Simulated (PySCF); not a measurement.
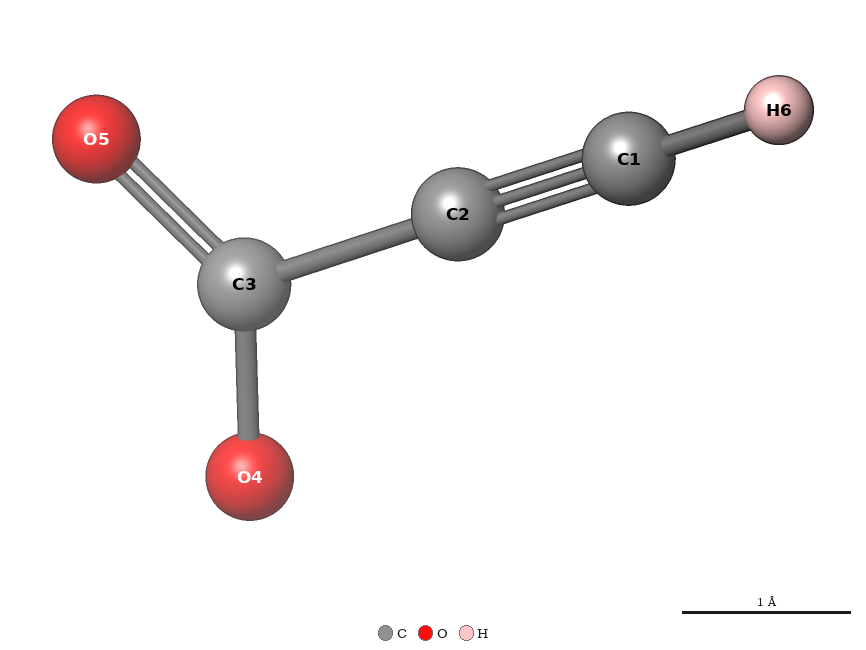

Orthographic view. Distant atoms are faded towards the background colour. State: charge −1, singlet. The computed structure is the end point of a PBE0-D3(BJ)/def2-SVP optimisation. No frequency run is at hand to confirm it as a minimum.

Write a MOL file (V2000) with the atoms in numerical order, bonds sorted by atom number with the orders drawn, and coordinates in the frame of the picture: x right, y up, z towards the viewer, origin at the mean position.

```
C3HO2
                    3D

  6  5  0  0  0  0  0  0  0  0999 V2000
    1.3100    0.4300    0.7400 C   0  0  0  0  0  0  0  0  0  0  0  0
    0.2900    0.1000    0.1600 C   0  0  0  0  0  0  0  0  0  0  0  0
   -0.9900   -0.3200   -0.5600 C   0  0  0  0  0  0  0  0  0  0  0  0
   -0.9500   -1.4700   -1.0200 O   0  0  0  0  0  0  0  0  0  0  0  0
   -1.8700    0.5500   -0.5700 O   0  0  0  0  0  0  0  0  0  0  0  0
    2.2100    0.7200    1.2500 H   0  0  0  0  0  0  0  0  0  0  0  0
  1  2  3  0
  1  6  1  0
  2  3  1  0
  3  4  1  0
  3  5  2  0
M  CHG  1   4  -1
M  END
```
